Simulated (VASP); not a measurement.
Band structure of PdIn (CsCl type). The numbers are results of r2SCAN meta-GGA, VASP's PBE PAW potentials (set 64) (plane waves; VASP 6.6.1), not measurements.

Unless said otherwise, spin-orbit coupling is left out, though it shifts the bands of the heavy elements here.

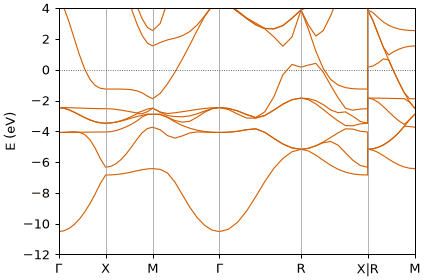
Bands along high-symmetry lines, zero at the valence-band maximum or, without a gap, the Fermi level

Q: Read the plot: is there a gap, and where are the band edges?

A: It has no gap at this level: it comes out as a metal or semimetal.

The compound is PdIn in the CsCl type structure. It was relaxed first. The electron count is odd and the run is not spin-polarised, which forces a metal.
